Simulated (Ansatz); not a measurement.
Density of states of SbP (Pm-3m, 2 atoms in the cell).

```
SbP
1.0
    3.26909     0.00000     0.00000
    0.00000     3.26909     0.00000
    0.00000     0.00000     3.26909
Sb P
1 1
Direct
  0.00000   0.00000   0.00000
  0.50000   0.50000   0.50000
```

Method of the run: PBE (plane waves, PAW; Ansatz, a quantum-chemistry and plane-wave program).

SCF settings: basis.ecutwfc = 420 eV; kpoints.mp_grid.grid = 5 5 5; hamiltonian.xc = pbe; hamiltonian.pseudopotentials = {kind: paw} (the program's default PAW files); scf.occupations.method = fermi_dirac; scf.occupations.width = 0.1 eV. Keys of the DOS step: output.dos.nscf_kmesh.grid = 8 8 8.

The starting cell was generated: these elements placed on a structure prototype, without a prior relaxation; it need not be a known phase or ordering of this composition. Spin-orbit coupling is off. The run gives no clean gap (levels at the Fermi energy touch, overlap or are partly filled at this smearing), which alone does not show that the compound is a metal.

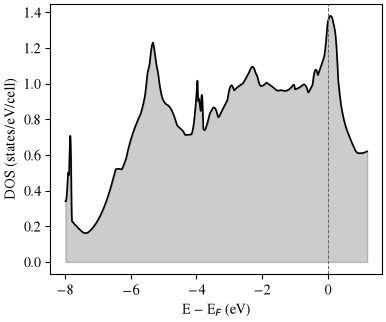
*Total density of states, both spins summed.*

Total DOS (both spins), as means of the tabulated values in each energy bin; the zero is the program's Fermi level or highest filled level, and the curve is cut to this window:

(E (eV), states/eV/cell): (-7.75, 0.31); (-7.25, 0.18); (-6.75, 0.35); (-6.25, 0.56); (-5.75, 0.83); (-5.25, 1.08); (-4.75, 0.83); (-4.25, 0.75); (-3.75, 0.84); (-3.25, 0.87); (-2.75, 0.99); (-2.25, 1.05); (-1.75, 0.98); (-1.25, 0.97); (-0.75, 0.98); (-0.25, 1.11); (0.25, 1.15); (0.75, 0.67)

Around zero the curve holds about 1.3 states/eV/cell.

Keys are those of Ansatz 0.2.
